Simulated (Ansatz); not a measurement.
## BNH₄OF₂: geometry relaxation

- system: BNH₄OF₂
- method: RKS LDA/def2-SVP (Ansatz 0.2.0)

The input holds or restrains some coordinates. Forces given for the steps count only the free coordinates. It belongs to a series of runs on one base structure; here: pulled along the bonds that form and break, towards end A.

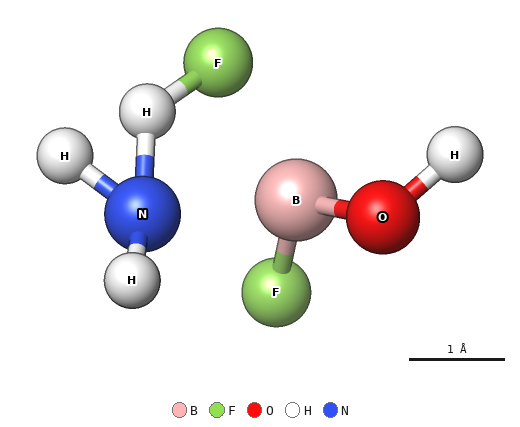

The starting structure (ball-and-stick view, seen at a tilt).

Results in brief:

- outcome: converged under the restraints of the input
- total energy: −9640.1750 eV
- mean-field energy: −9640.1750 eV
- largest force (length of the vector) at the end, held atoms and coordinates included: 0.657 eV/Å
- hardware: 2 threads of Intel Xeon (Sapphire Rapids), 32 GiB of memory available, shared host
- wall time: 9.6 s (CPU time 17 s)
- peak memory: 0.16 GiB

Input file:
```yaml
crystal:
  periodic: [false, false, false]
  atoms:
    - { symbol: B, position_ang: [0.0, 0.0, 0.0] }
    - { symbol: F, position_ang: [0.0, 0.0, 1.67] }
    - { symbol: F, position_ang: [1.1431, 0.0, -0.66] }
    - { symbol: O, position_ang: [-1.2211, 0.0, -0.705] }
    - { symbol: H, position_ang: [-1.7308, -0.8467, -0.4965] }
    - { symbol: "N", position_ang: [0.0829, 1.7537, 0.5833] }
    - { symbol: H, position_ang: [0.4765, 1.9752, 1.5423] }
    - { symbol: H, position_ang: [-0.2631, 2.537, -0.0414] }
    - { symbol: H, position_ang: [0.0507, 1.0726, 1.5337] }
basis:
  gaussian: { orbitals: def2-SVP }
hamiltonian:
  xc: lda
relax:
  f_tol: 0.15
  max_steps: 25
  restrain:
    - { distance: [0, 5], at: 2.75, k: 30.0 }
    - { distance: [8, 1], at: 2.12, k: 30.0 }
    - { distance: [0, 1], at: 1.32, k: 30.0 }
    - { distance: [8, 5], at: 1.06, k: 30.0 }
output:
  orbitals: {}
```

Run as:
```bash
ansatz run input.yaml --threads 2 --pin off --max-ram 3072MiB --backend cpu --events-out ev --progress --plain --runs-dir out
```

What the program printed:
```
The last accepted step is kept in [file] (removed where the run ends without a failure and the disk answers)
Engine: ansatz 0.2.0, x86_64-unknown-linux-gnu
Functional definition: SPW92
  exchange = slater_x
  correlation = pw_c
997 factors; their error is unknown
mean field evaluation 1: about -9623.8913 eV, gradient 8.0e1 eV
mean field evaluation 2: about -9551.4595 eV, gradient 1.6e2 eV
mean field evaluation 4: about -9635.2105 eV, gradient 1.5e1 eV
mean field evaluation 8: about -9635.6332 eV, gradient 1.8e-1 eV
mean field evaluation 16: about -9635.5877 eV, gradient 2.2e-3 eV
mean field -9635.58766362 eV, -354.1013154023 hartree, gradient 1.3e-5 eV, S^2 0.000000; 0 other end points of the search recorded, 0 dependent functions left out
the calculation of the forces begins
reference -9635.58769229 eV, -354.1013164556 hartree; 21, 21 occupied and 69, 69 virtual orbitals, 997 factors
relax step   1: F+E_penalty+E_count = -9635.58766362 eV  Δ(F+E_penalty+E_count) = +0.000e0 eV  max|allowed force component| = 6.573e0 eV/Å  E_restraint = 30.31624550 eV  max|allowed force component, restraints' pulls added| = 3.649e1 eV/Å  Δτ_max = 0.0000 Å  (29 SCF iters, accepted)
  distance B 0 - N 5 = 1.8500 Å
  distance H 8 - F 1 = 1.0824 Å
  distance B 0 - F 1 = 1.6700 Å
  distance H 8 - N 5 = 1.1697 Å
these checks for a lower state are left out or cut short: starts, cluster_reference, orbital_swaps, neighbouring_geometries, increment
997 factors; their error is unknown
mean field -9636.05478791 eV, -354.1184819030 hartree, gradient 1.1e-5 eV, S^2 0.000000; 0 other end points of the search recorded, 0 dependent functions left out
[... from here on the field's lines of each further geometry are left out, up to the last ...]
relax step   2: F+E_penalty+E_count = -9636.05478791 eV  Δ(F+E_penalty+E_count) = -4.671e-1 eV  max|allowed force component| = 4.715e0 eV/Å  E_restraint = 15.89396897 eV  max|allowed force component, restraints' pulls added| = 2.425e1 eV/Å  Δτ_max = 0.1947 Å  (33 SCF iters, accepted)
relax step   3: F+E_penalty+E_count = -9636.55255237 eV  Δ(F+E_penalty+E_count) = -4.978e-1 eV  max|allowed force component| = 5.131e0 eV/Å  E_restraint = 5.91766800 eV  max|allowed force component, restraints' pulls added| = 1.424e1 eV/Å  Δτ_max = 0.1949 Å  (33 SCF iters, accepted)
relax step   4: F+E_penalty+E_count = -9637.60969065 eV  Δ(F+E_penalty+E_count) = -1.057e0 eV  max|allowed force component| = 4.064e0 eV/Å  E_restraint = 1.18291565 eV  max|allowed force component, restraints' pulls added| = 6.017e0 eV/Å  Δτ_max = 0.1949 Å  (33 SCF iters, accepted)
relax step   5: F+E_penalty+E_count = -9638.90876212 eV  Δ(F+E_penalty+E_count) = -1.299e0 eV  max|allowed force component| = 3.495e0 eV/Å  E_restraint = 0.07588415 eV  max|allowed force component, restraints' pulls added| = 4.012e0 eV/Å  Δτ_max = 0.1950 Å  (33 SCF iters, accepted)
relax step   6: F+E_penalty+E_count = -9639.71551624 eV  Δ(F+E_penalty+E_count) = -8.068e-1 eV  max|allowed force component| = 2.058e0 eV/Å  E_restraint = 0.02969588 eV  max|allowed force component, restraints' pulls added| = 2.118e0 eV/Å  Δτ_max = 0.1949 Å  (31 SCF iters, accepted)
relax step   7: F+E_penalty+E_count = -9639.89193104 eV  Δ(F+E_penalty+E_count) = -1.764e-1 eV  max|allowed force component| = 1.024e0 eV/Å  E_restraint = 0.01561457 eV  max|allowed force component, restraints' pulls added| = 1.139e0 eV/Å  Δτ_max = 0.2000 Å  (27 SCF iters, accepted)
relax step   8: F+E_penalty+E_count = -9640.06894693 eV  Δ(F+E_penalty+E_count) = -1.770e-1 eV  max|allowed force component| = 4.392e-1 eV/Å  E_restraint = 0.01308493 eV  max|allowed force component, restraints' pulls added| = 6.222e-1 eV/Å  Δτ_max = 0.2000 Å  (32 SCF iters, accepted)
relax step   9: F+E_penalty+E_count = -9640.09779551 eV  Δ(F+E_penalty+E_count) = -2.885e-2 eV  max|allowed force component| = 1.369e0 eV/Å  E_restraint = 0.01113101 eV  max|allowed force component, restraints' pulls added| = 1.406e0 eV/Å  Δτ_max = 0.1977 Å  (26 SCF iters, accepted)
relax step  10: F+E_penalty+E_count = -9640.12905268 eV  Δ(F+E_penalty+E_count) = -3.126e-2 eV  max|allowed force component| = 8.619e-1 eV/Å  E_restraint = 0.00815569 eV  max|allowed force component, restraints' pulls added| = 1.051e0 eV/Å  Δτ_max = 0.1949 Å  (26 SCF iters, accepted)
the calculation of the forces begins
reference -9640.17504689 eV, -354.2698986280 hartree; 21, 21 occupied and 69, 69 virtual orbitals, 997 factors
relax step  11: F+E_penalty+E_count = -9640.17501784 eV  Δ(F+E_penalty+E_count) = -4.597e-2 eV  max|allowed force component| = 5.929e-1 eV/Å  E_restraint = 0.00705034 eV  max|allowed force component, restraints' pulls added| = 9.217e-2 eV/Å  Δτ_max = 0.1695 Å  (26 SCF iters, accepted)
```

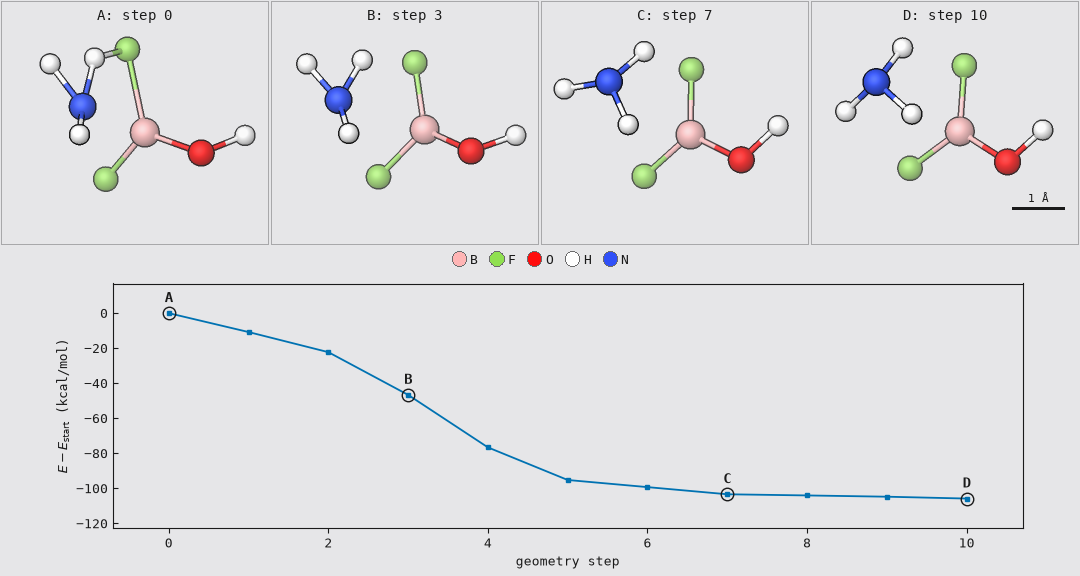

Frames of the restrained relaxation (ball-and-stick view, seen at a tilt) above the curves, on which the letters mark them (the first geometry is step 0 here and step 1 in the log).

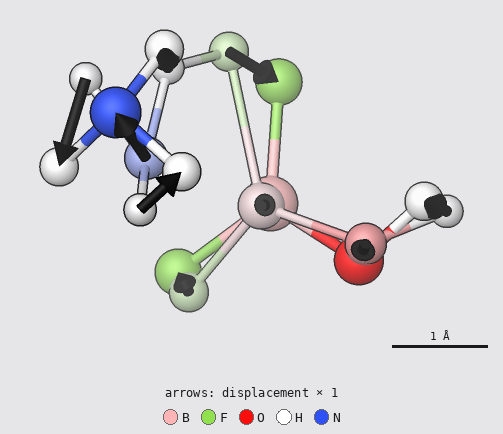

Start (faint) and end (solid) with the displacements as black arrows, at true length (ball-and-stick view, seen at a tilt). The two geometries are laid on each other by the best rigid fit. After 10 geometry steps the energy has fallen by 105.8 kcal/mol. The largest force component goes from 6.6 to 0.59 eV/Å. The atom that moves furthest after the best rigid fit is H7 (0.97 Å). Largest moves by element: H 0.97 Å, F 0.74 Å, N 0.71 Å, O 0.35 Å, B 0.29 Å. Among the contacts that change: F2–H9 1.082 → 2.125 Å, B1–F2 1.670 → 1.328 Å, N6–H9 1.170 → 1.042 Å, B1–O4 1.410 → 1.344 Å. Bonds break: F2–H9 (1.08 → 2.13 Å). Among the angles that change: H7–N6–H9 52.9° → 106.8°, H8–N6–H9 154.2° → 107.6°, H7–N6–H8 120.0° → 107.6°. (Atoms are counted from 1 in the order of the input.)

```
  distance B 0 - N 5 = 2.7437 Å
  distance H 8 - F 1 = 2.1253 Å
  distance B 0 - F 1 = 1.3278 Å
  distance H 8 - N 5 = 1.0415 Å
997 factors; their error is unknown
mean field -9640.17501784 eV, -354.2698975604 hartree, gradient 1.7e-5 eV, S^2 0.000000; 1 other end points of the search recorded, 0 dependent functions left out
the calculation of the forces begins
reference -9640.17504689 eV, -354.2698986280 hartree; 21, 21 occupied and 69, 69 virtual orbitals, 997 factors
Total energy: -9640.17504689 eV, -354.2698986280 hartree
Atom 0 at     0.085082    -0.275205     0.041688 Å, force     0.025746     0.214922    -0.123131 eV/Å
Atom 1 at    -0.142985    -0.641860     1.297300 Å, force    -0.043914    -0.186654     0.215581 eV/Å
Atom 2 at     1.334884    -0.113547    -0.345357 Å, force     0.036004     0.010402     0.002421 eV/Å
Atom 3 at    -0.905326    -0.181821    -0.861437 Å, force    -0.020959     0.039682    -0.025908 eV/Å
Atom 4 at    -1.782728    -0.353793    -0.472811 Å, force    -0.008702    -0.022489    -0.006128 eV/Å
Atom 5 at    -0.043790     2.261947     1.078077 Å, force    -0.122751    -0.592879     0.253809 eV/Å
Atom 6 at     0.923226     2.128535     0.756627 Å, force     0.040352     0.019756    -0.047048 eV/Å
Atom 7 at    -0.654218     2.223147     0.252197 Å, force    -0.014133     0.019203    -0.037992 eV/Å
Atom 8 at    -0.275947     1.444398     1.680116 Å, force     0.108358     0.498057    -0.231604 eV/Å
Dipole moment:    -0.389864    -0.215450    -0.062007 e Å
```

Trajectory as extended XYZ (Å, eV, eV/Å), 11 frames, from step=1 to step=11:
```
9
Properties=species:S:1:pos:R:3:forces:R:3 step=1 energy=-9635.58766
B     0.0000    0.0000    0.0000   -0.9532   6.5735   0.3222
F     0.0000    0.0000    1.6700    0.2894  -5.6456   0.4108
F     1.1431    0.0000   -0.6600    0.4706  -2.2438   0.2992
O    -1.2211    0.0000   -0.7050    0.6782  -2.8582   1.8539
H    -1.7308   -0.8467   -0.4965    0.4599   1.2486  -0.4804
N     0.0829    1.7537    0.5833    0.0373   1.6450  -2.1058
H     0.4765    1.9752    1.5423    1.6876   3.1906  -1.4758
H    -0.2631    2.5370   -0.0414    0.2774  -0.7265   1.6957
H     0.0507    1.0726    1.5337   -2.9470  -1.1834  -0.5198
9
Properties=species:S:1:pos:R:3:forces:R:3 step=2 energy=-9636.05479
B    -0.0049   -0.1113    0.0154   -0.3692   4.7154   1.1804
F    -0.0013   -0.1830    1.6035    0.2538  -2.2088  -2.3650
F     1.1425   -0.0323   -0.6513   -0.2346  -1.6881   0.7184
O    -1.2117   -0.0272   -0.6858    1.2195  -1.9766   1.4473
H    -1.7355   -0.8447   -0.5015   -0.1181   0.5546  -0.1632
N     0.0934    1.8971    0.6255    1.0135  -2.8113   1.0098
H     0.5070    2.0395    1.5475    2.8374   4.3963  -0.1336
H    -0.2693    2.5693   -0.0301   -0.8104   0.7909   0.7588
H     0.0180    1.1844    1.5033   -3.7918  -1.7724  -2.4529
9
Properties=species:S:1:pos:R:3:forces:R:3 step=3 energy=-9636.55255
B    -0.0103   -0.2343    0.0384    0.2573   3.7036   1.0950
F     0.0061   -0.3523    1.5072    0.0956  -1.3027  -3.0273
F     1.1345   -0.0481   -0.6374   -0.6888  -1.4678   0.9711
O    -1.1952   -0.0474   -0.6683    1.3506  -1.6382   1.1264
H    -1.7415   -0.8400   -0.5023   -0.5643   0.1871  -0.0244
N     0.1122    2.0050    0.6811    1.0661  -3.1154   1.1338
H     0.5518    2.1020    1.5597    3.9822   5.1305   0.9192
H    -0.2814    2.5840   -0.0247   -1.0659   0.9072   0.3164
H    -0.0380    1.3230    1.4728   -4.4328  -2.4044  -2.5103
9
Properties=species:S:1:pos:R:3:forces:R:3 step=4 energy=-9637.60969
B    -0.0083   -0.3326    0.0507    0.3148   3.3482  -0.5145
F     0.0220   -0.5127    1.3976    0.0023  -0.9481  -1.1208
F     1.1212   -0.0762   -0.6184   -0.3599  -1.2240   0.7326
O    -1.1728   -0.0767   -0.6551    1.0274  -1.4780   0.7867
H    -1.7557   -0.8392   -0.4984   -0.7158   0.0971   0.0311
N     0.1314    2.1055    0.7348    0.7036  -2.6920   1.3798
H     0.6342    2.1970    1.5832    3.3427   4.0635   0.2598
H    -0.2958    2.6016   -0.0251   -0.5836   0.5915   0.4556
H    -0.1380    1.4250    1.4571   -3.7314  -1.7582  -2.0103
9
Properties=species:S:1:pos:R:3:forces:R:3 step=5 energy=-9638.90876
B     0.0048   -0.3637    0.0293    0.0030   2.2925  -1.1855
F     0.0453   -0.6321    1.3187   -0.1136  -0.7418   0.3776
F     1.1339   -0.1492   -0.6200    0.1694  -0.5834   0.2146
O    -1.1519   -0.1371   -0.6729    0.5440  -1.0746   0.4592
H    -1.7905   -0.8467   -0.4764   -0.4077   0.2407   0.1053
N     0.1259    2.1967    0.8103   -0.0490  -3.4949   3.2558
H     0.7759    2.3307    1.5926    1.0014   2.0434  -1.3752
H    -0.2900    2.6333   -0.0002   -0.0016   0.5089   0.3396
H    -0.3153    1.4599    1.4449   -1.1459   0.8092  -2.1913
9
Properties=species:S:1:pos:R:3:forces:R:3 step=6 energy=-9639.71552
B     0.0215   -0.3251    0.0040   -0.1474   0.5496  -1.6386
F     0.0275   -0.6653    1.2623   -0.1313  -0.4281   1.2030
F     1.1753   -0.2497   -0.6300    0.1338   0.1391   0.0808
O    -1.1240   -0.2223   -0.7307   -0.0343  -0.6690   0.4498
H    -1.8262   -0.8464   -0.4223    0.3564   0.6767  -0.0242
N     0.0850    2.2487    0.9696   -1.8773  -2.0577   0.0191
H     0.8994    2.4594    1.5142    0.7231   0.5570  -0.1969
H    -0.2673    2.6543    0.0928    0.5623   0.0330   0.5940
H    -0.4529    1.4382    1.3666    0.4147   1.1995  -0.4870
9
Properties=species:S:1:pos:R:3:forces:R:3 step=7 energy=-9639.89193
B     0.0632   -0.3322   -0.0089   -0.1135   0.6403  -1.0239
F    -0.0025   -0.6483    1.2675   -0.0574  -0.3702   0.6598
F     1.2505   -0.2994   -0.5932   -0.1820   0.1034   0.1858
O    -1.0578   -0.1885   -0.7697   -0.1221  -0.7463   0.4424
H    -1.8228   -0.6989   -0.3992    0.5242   0.6385  -0.1606
N     0.0135    2.2226    1.0037   -0.6772  -0.9874   0.3385
H     0.9619    2.4121    1.3302   -0.1528   0.0301  -0.3874
H    -0.3860    2.5924    0.1365    0.3798  -0.0762   0.2735
H    -0.4818    1.4321    1.4595    0.4011   0.7678  -0.3281
9
Properties=species:S:1:pos:R:3:forces:R:3 step=8 energy=-9640.06895
B     0.0708   -0.2868   -0.0170    0.0904   0.1753  -0.3797
F    -0.0441   -0.6398    1.2590    0.0053  -0.1848   0.2504
F     1.2860   -0.1828   -0.5339   -0.3281   0.1017   0.1306
O    -1.0199   -0.2159   -0.8145    0.0027  -0.2130   0.3082
H    -1.8172   -0.5477   -0.3433    0.2683   0.2699  -0.1965
N    -0.0544    2.2357    1.0546    0.1009  -0.1971   0.4392
H     0.9657    2.3113    1.1778   -0.3688  -0.1834  -0.2137
H    -0.3849    2.3954    0.1019    0.0095  -0.1604  -0.0184
H    -0.4639    1.4224    1.5418    0.2198   0.3916  -0.3200
9
Properties=species:S:1:pos:R:3:forces:R:3 step=9 energy=-9640.09780
B     0.0826   -0.2666   -0.0035    0.3082   0.1931  -0.2441
F    -0.0550   -0.6422    1.2636    0.0466  -0.1774   0.2107
F     1.3072   -0.0790   -0.4789   -0.4080  -0.0291   0.1383
O    -0.9850   -0.2046   -0.8215   -0.3308  -0.1014   0.3324
H    -1.8061   -0.4371   -0.3236    0.4119   0.1608  -0.3635
N    -0.0922    2.2582    1.0841    1.1567  -0.3090  -0.6429
H     0.9682    2.1708    1.0386   -1.3693   0.0005   0.1604
H    -0.4134    2.2661    0.0902   -0.0155  -0.1003   0.6669
H    -0.4682    1.4261    1.5774    0.2003   0.3628  -0.2583
9
Properties=species:S:1:pos:R:3:forces:R:3 step=10 energy=-9640.12905
B     0.0976   -0.2703    0.0192    0.0088   0.3028  -0.2902
F    -0.0794   -0.6288    1.2851    0.0053  -0.2335   0.2224
F     1.3340   -0.1083   -0.4230   -0.2135   0.0039   0.0738
O    -0.9436   -0.1829   -0.8342   -0.0750  -0.1455   0.2364
H    -1.7854   -0.4237   -0.3888    0.2491   0.1244  -0.1816
N    -0.0459    2.2572    1.0875   -0.0828  -0.4795  -0.7759
H     0.9670    2.0724    0.8915   -0.8353   0.0937   0.0355
H    -0.5751    2.3306    0.1776    0.6570  -0.1081   0.8619
H    -0.4310    1.4456    1.6115    0.2864   0.4416  -0.1824
9
Properties=species:S:1:pos:R:3:forces:R:3 step=11 energy=-9640.17502
B     0.0851   -0.2752    0.0417    0.0257   0.2149  -0.1231
F    -0.1430   -0.6419    1.2973   -0.0439  -0.1867   0.2156
F     1.3349   -0.1135   -0.3454    0.0360   0.0104   0.0024
O    -0.9053   -0.1818   -0.8614   -0.0210   0.0397  -0.0259
H    -1.7827   -0.3538   -0.4728   -0.0087  -0.0225  -0.0061
N    -0.0438    2.2619    1.0781   -0.1228  -0.5929   0.2538
H     0.9232    2.1285    0.7566    0.0404   0.0198  -0.0470
H    -0.6542    2.2231    0.2522   -0.0141   0.0192  -0.0380
H    -0.2759    1.4444    1.6801    0.1084   0.4981  -0.2316
```

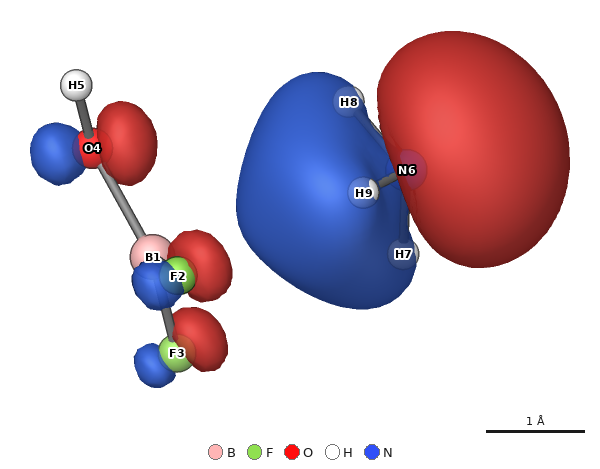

One frontier orbital at ±0.1 Å⁻³ᐟ² (blue and red are the two phases), seen face on. The HOMO, at −6.07 eV.

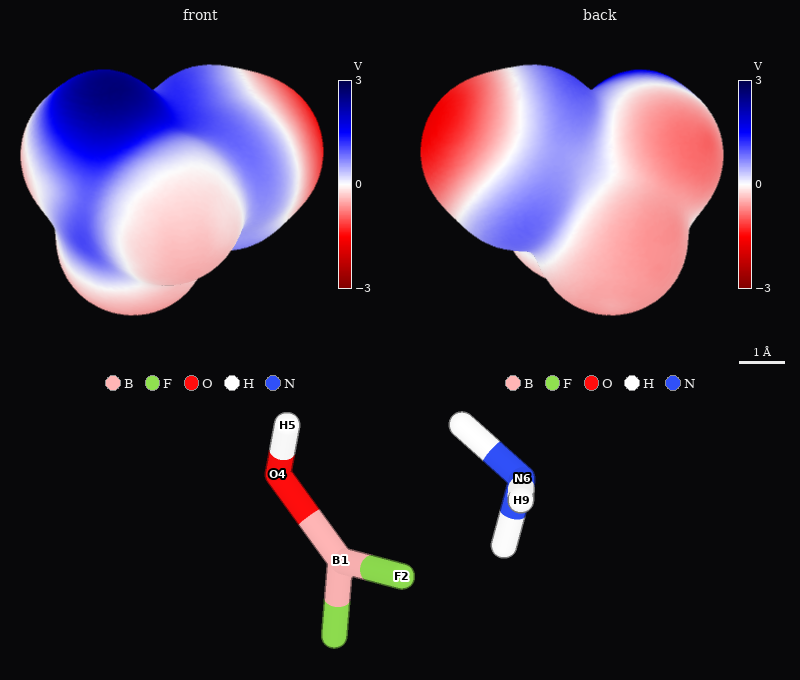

The molecular electrostatic potential painted on the density surface at 0.001 e/bohr³, seen at a tilt and from behind; red is negative and blue positive. The bare structure is drawn below in the same view. A positive charge is drawn to the negative regions and a negative charge to the positive ones.
